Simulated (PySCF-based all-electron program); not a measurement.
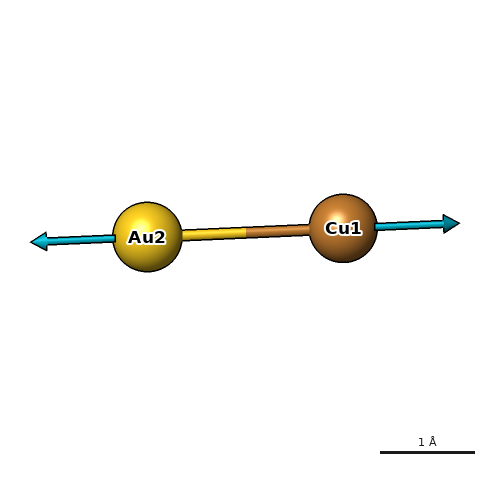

Arrows show the forces on the atoms, 0.2 Å of arrow for 1 eV/Å; forces under a tenth of the largest aren't drawn. Charge 0, singlet. Level of theory: PBE, all-electron, scalar-relativistic (Koelling-Harmon), large uncontracted Gaussian sets (PySCF-based all-electron program).

Q: Which bond do the forces act along most?

A: Cu1–Au2, now 2.097 Å: the forces push its atoms apart, so a first step downhill lengthens it.

List the force components in the frame of the picture (x right, y up, z towards the viewer), in eV/Å.

| atom | Fx | Fy | Fz |
| --- | --- | --- | --- |
| Cu1 | 4.59 | 0.20 | −0.43 |
| Au2 | −4.59 | −0.20 | 0.43 |
